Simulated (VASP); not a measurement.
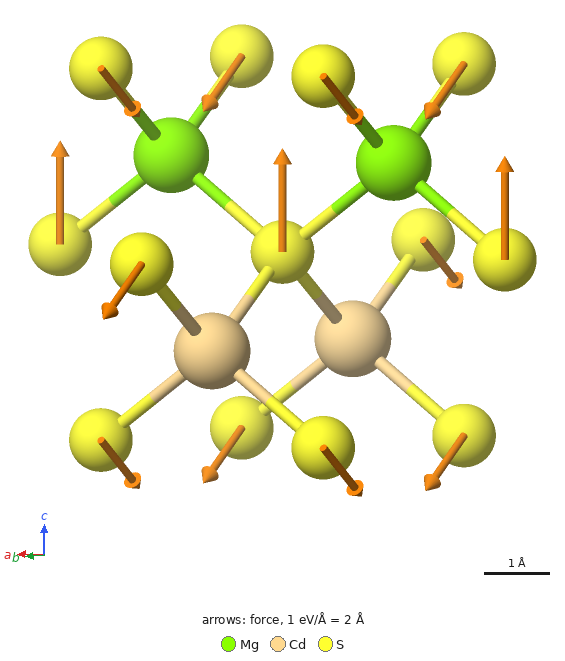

Starting geometry of solid MgCd$_{2}$S$_{3}$ (a generated structure, set up in Imm2) with the computed forces as orange arrows. The picture is a ball-and-stick view of the atoms within 4.2 Å of the atom that moves most (axes of the conventional cell (2 times the calculation's cell)), seen from a free direction. Lengths and directions refer to the drawn axes.

The run lets cell and atoms move.

Level of theory: Kohn-Sham DFT of a periodic cell, PBE, VASP PAW PBE potentials, recommended in VASP.

Input file:
```
SYSTEM = MgCd2S3
ALGO = Fast
EDIFF = 1E-4
EDIFFG = -0.08
ENCUT = 520
GGA = PE
IBRION = 2
ISIF = 3
ISMEAR = 0
LASPH = .True.
LCHARG = .False.
LREAL = .False.
LWAVE = .False.
NELM = 60
NSW = 24
PREC = Normal
SIGMA = 0.15
```

Launched with:
```bash
cat potpaw_PBE.64/Mg/POTCAR potpaw_PBE.64/Cd/POTCAR potpaw_PBE.64/S/POTCAR > POTCAR
mpirun -np 1 vasp_std > vasp.out
```

> What follows when this structure is relaxed?

It isn't relaxed: the largest force vector, on an S atom, is 0.81 eV/Å. The atoms end up moving mostly along the starting forces (cosine between the two patterns 1.00). After 9 geometry steps the energy has fallen by 0.146 eV per cell of the calculation. The largest force component goes from 0.81 to 0.043 eV/Å. Pressure: 2.93 GPa at the start and −0.26 GPa at the end. The atom that moves furthest relative to the cell is an S atom (0.095 Å along +c). Largest moves by element: S 0.095 Å, Mg 0.011 Å, Cd 0.010 Å. Cell: a 4.080 → 4.151 Å (+1.7 %), b 12.240 → 12.425 Å (+1.5 %), c 5.770 → 5.850 Å (+1.4 %). Volume +4.7 %. Among the contacts that change: Cd–S 2.499 → 2.582 Å, Mg–S 2.499 → 2.461 Å. Among the angles between lasting bonds that change: S–Mg–S 109.5° → 113.7°, Mg–S–Mg 109.5° → 113.7°, Cd–S–Cd 109.5° → 106.0°. The space group stays Imm2 (No. 44). It ran on 1 thread of Intel(R) Xeon(R) Platinum 8559C (Emerald Rapids), on a shared host.
